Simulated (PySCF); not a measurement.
**SnH2F2 (SMILES [F][SnH2][F]): levels of theory compared**

Aim: a comparison of 6 runs (HF/3-21G, HF/def2-SVP, HF/def2-TZVP, BP86/def2-TZVP, MP2/def2-SVP, CCSD/def2-TZVP) of SnH2F2. Input form: a Python script.

Program for the calculation: PySCF 2.14.0.

2 further runs of the same task are left out: 2 set aside as unsound or not needed.

## (1) The molecule

SnH2F2: 5 atoms, total charge 0, spin state singlet. SMILES: `[F][SnH2][F]`. Geometry: relaxed at PBE0-D4/def2-TZVP.

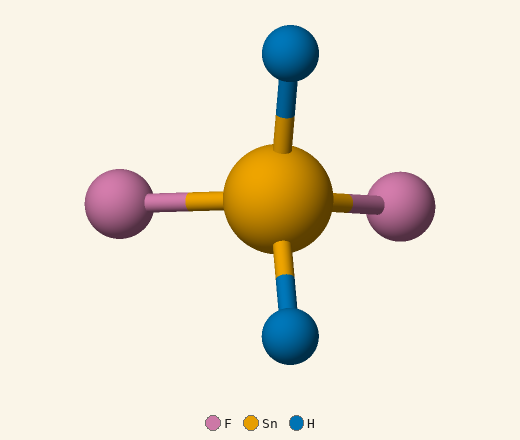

Viewed from a chosen angle; fluorine pink, tin amber, hydrogen blue.

## (2) Energy and gradient at HF/3-21G (run 1)

Contents of run.py:

```python
import pyscf.grad
from pyscf import gto, scf

mol = gto.M(
    atom='''
F   -0.343500  -0.356300   1.741400
Sn   0.128900  -0.073200  -0.086200
F   -1.231200   1.110700  -0.712400
H   -0.087400  -1.547100  -0.889100
H    1.583200   0.792100  -0.095000
''',
    basis='3-21g',
    spin=0,
    verbose=4,
    max_memory=1860,
)

myscf = scf.RHF(mol)
myscf.conv_tol = 1e-10
myscf.kernel()
if not myscf.converged:
    myscf = myscf.newton().run(myscf.mo_coeff, myscf.mo_occ)

etot = myscf.e_tot
print('E(%s) = %.9f' % ('HF', etot))
grad = myscf.Gradients().kernel()
myscf.analyze()
```

The run is started by

```bash
$ OMP_NUM_THREADS=1 python run.py
```

The program printed:

```text
PySCF version 2.14.0

[... 74 lines left out ...]
Two-electron Energy =                 2656.310588736593218
[... 12 lines left out ...]
MO #9   energy= -26.9702541789803  occ= 2
[... 10 lines left out ...]
MO #20  energy= -3.99160402678365  occ= 2
[... 10 lines left out ...]
MO #31  energy= -0.582878231317571 occ= 2
[... 10 lines left out ...]
MO #42  energy= 0.443116613242354  occ= 0
[... 10 lines left out ...]
MO #53  energy= 3.72160835523517   occ= 0
[... 61 lines left out ...]
Dipole moment(X, Y, Z, Debye):  2.85802, -1.40483, -1.87359
```

Wall time 2 s (1 thread of Intel Xeon Platinum 8488C (Sapphire Rapids), shared host); peak memory 0.13 GiB.

## (3) Energy and forces at HF/def2-SVP (core potential) (run 2)

Contents of run.py:

```python
import pyscf.grad
from pyscf import gto

molecule = gto.Mole()
molecule.atom = '''
F     -0.343500    -0.356300     1.741400
Sn     0.128900    -0.073200    -0.086200
F     -1.231200     1.110700    -0.712400
H     -0.087400    -1.547100    -0.889100
H      1.583200     0.792100    -0.095000
'''
molecule.verbose = 4
molecule.ecp = {'Sn': 'def2-svp'}
molecule.basis = 'def2-svp'
molecule.max_memory = 1860
molecule.build()

myscf = molecule.RHF()
myscf.conv_tol = 1e-10
myscf.kernel()
if not myscf.converged:
    myscf = myscf.newton().run(myscf.mo_coeff, myscf.mo_occ)

energy = myscf.e_tot
print(f'total energy: {energy:.8f} hartree')
grad = myscf.Gradients().kernel()
dip = myscf.dip_moment()
pop, q = myscf.mulliken_pop()
```

The run is started by

```bash
$ OMP_NUM_THREADS=1 python run.py
```

The program printed:

```text
PySCF version 2.14.0

[... 59 lines left out ...]
converged SCF energy = -413.256444855478
total energy: -413.25644486 hartree
[... 11 lines left out ...]
Dipole moment(X, Y, Z, Debye):  3.04412, -1.49634, -1.99556
[... 70 lines left out ...]
charge of    4H =     -0.13240
```

Wall time 3 s (1 thread of Intel Xeon Platinum 8488C (Sapphire Rapids), shared host); peak memory 0.14 GiB.

Runs 3 to 5 aren't shown in full; the table further down has their settings and results.

## (4) The energy at CCSD/def2-TZVP (core potential) (run 6)

Contents of run.py:

```python
from pyscf import gto, scf, cc

mol = gto.M(
    atom='''
F     -0.343500    -0.356300     1.741400
Sn     0.128900    -0.073200    -0.086200
F     -1.231200     1.110700    -0.712400
H     -0.087400    -1.547100    -0.889100
H      1.583200     0.792100    -0.095000
''',
    ecp={'Sn': 'def2-svp'},
    basis='def2-tzvp',
    max_memory=1860,
    spin=0,
    verbose=3,
)

mf = scf.RHF(mol)
mf.conv_tol = 1e-10
mf.kernel()
if not mf.converged:
    mf = mf.newton().run(mf.mo_coeff, mf.mo_occ)

mycc = cc.CCSD(mf, frozen=6)
mycc.kernel()
etot = mycc.e_tot
print('E = %.10f Eh' % etot)
dip = mf.dip_moment()
pop, q = mf.mulliken_pop()
```

The run is started by

```bash
$ OMP_NUM_THREADS=1 python run.py
```

The program printed:

```text
converged SCF energy = -413.532322869199
[... 2 lines left out ...]
Dipole moment(X, Y, Z, Debye):  2.94518, -1.44772, -1.93066
[... 130 lines left out ...]
charge of    4H =     -0.03693
```

Wall time 49 s (1 thread of Intel Xeon Platinum 8488C (Sapphire Rapids), shared host); peak memory 1.6 GiB.

## (5) The series

```tsv
run	level	core potential	integration grid	energy (Eh)	dipole moment (D) of the reference	HOMO energy (eV)	LUMO energy (eV)	wall time
1	HF/3-21G	–	–	-6195.295167	3.69	-13.11	3.16	2 s
2	HF/def2-SVP (core potential)	def2-svp	–	-413.256445	3.94	-13.36	2.53	3 s
3	HF/def2-TZVP (core potential)	def2-svp	–	-413.532323	3.81	-13.37	1.72	17 s
4	BP86/def2-TZVP (core potential)	def2-svp	5	-415.444425	3.23	-8.43	-2.09	30 s
5	MP2/def2-SVP (core potential)	def2-svp	–	-413.746292	3.94	-13.36	2.53	4.2 s
6	CCSD/def2-TZVP (core potential)	def2-svp	–	-414.357561	3.81	-13.37	1.72	49 s
```

## (6) Summary of results

| quantity | value |
| --- | --- |
| run 6: total energy | -414.35756 Eh |
| run 6: dipole moment (Hartree–Fock density) | 3.81 D |
| run 6: HOMO energy (Hartree–Fock orbitals) | -13.37 eV |
| run 6: LUMO energy (Hartree–Fock orbitals) | 1.72 eV |
| run 6: HOMO–LUMO gap (Hartree–Fock orbitals) | 15.10 eV |
| run 6: correlation energy (6 core orbitals frozen) | -825.2 mEh |
| run 6: T1 diagnostic | 0.015 |

What this shows: Over runs 1, 2, 3, 4 the dipole moment (its size) runs from 3.23 D (BP86/def2-TZVP) to 3.94 D (HF/def2-SVP). The two ends differ in method and basis. Over runs 1, 2, 3, 4 the HOMO–LUMO gap runs from 6.35 eV (BP86/def2-TZVP) to 16.27 eV (HF/3-21G). The two ends differ in method and basis and core potential. Some runs of one species differ in core potentials or relativity; totals across that change don't compare. In run 1 relativity is left out where basis or elements ask for it. All runs together took 1.8 min, the longest 49 s.
